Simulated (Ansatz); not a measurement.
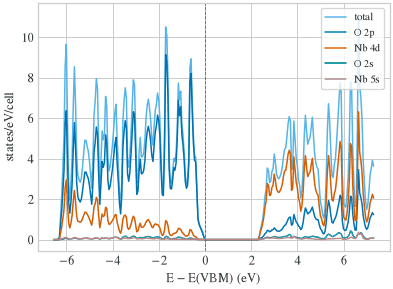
Fig. 1. Total and projected density of states of Nb2O5 in space group C2 (No. 5; Nb on 4c, O on 2b, O on 4c, O on 4c), plane-wave PAW r²SCAN (Ansatz code)

Task: Which orbitals carry the states next to the gap?

Result: Top 1 eV of the valence band: O 2p 92 %, Nb 4d 5 %. Bottom 1 eV of the conduction band: Nb 4d 77 %, O 2p 14 %. Projections are on Löwdin-orthogonalised atomic valence shells; empty p or d shells of many metals are not among them.

Task: Where is the tallest occupied peak in this window, and what makes it?

Result: Near -1.7 eV, about 10 states/eV per cell; the largest projected share is O 2p.

The workflow started from a Materials Project entry (that database holds measured and hypothetical structures alike); the Crystallography Open Database copy checked does not list it. COD files the formula under space group No. 3, 15, 139. Its standing as an ambient phase is unchecked. The cell was relaxed with r²SCAN under the symmetry of its start; its stability against distortions is not shown here. The run is not spin-polarised. Scalar-relativistic: spin–orbit coupling is off unless named, which matters more the heavier the elements.

Potentials: the later of the program's two PAW sets.
